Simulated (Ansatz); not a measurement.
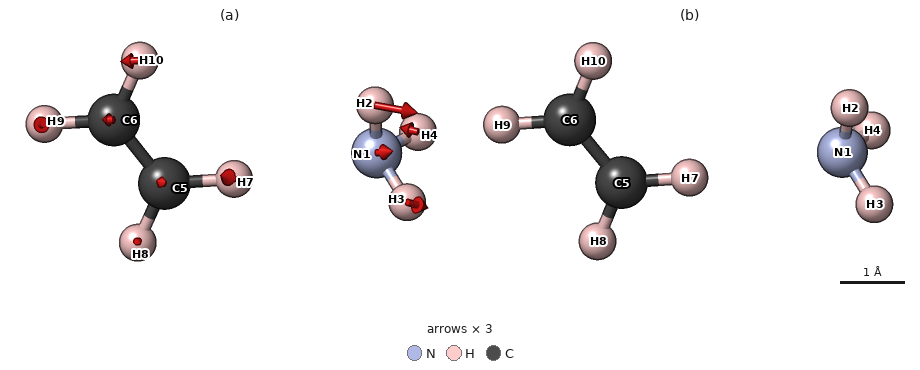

The structure of C$_{2}$H$_{7}$N before (left) and after (right) a relaxation, at one scale. The red arrows give the displacements, magnified 3 times.

Style: ball-and-stick. Shown at a tilt.

Computed with Ansatz 0.2.0, RKS PBE0-D4/def2-TZVP. Set-up: force threshold 0.005 eV/Å; at most 200 steps.

### Describe what moved and what it gained.

After 17 geometry steps the energy has fallen by 0.058 eV. Largest force component: 0.94 eV/Å at the start, 0.0046 eV/Å at the end. The forces were under the threshold at step 12, but the run went on from there. The largest move after the best rigid fit is that of H2, 0.25 Å. By element the largest moves are H 0.25 Å, N 0.11 Å, C 0.08 Å. Near-neighbour distances that change, for instance: C5–H7 1.108 → 1.087 Å, C5–H8 1.104 → 1.086 Å, C5–C6 1.342 → 1.324 Å, N1–H2 1.030 → 1.013 Å. Among the angles between lasting bonds that change: H2–N1–H3 105.0° → 107.0°. Cost: 14 s on 4 threads of Arm Neoverse V2 (shared host).

Limits of the set-up: the start holds two separate molecules, 2.3 Å apart at their closest, whose relative position is a soft coordinate.
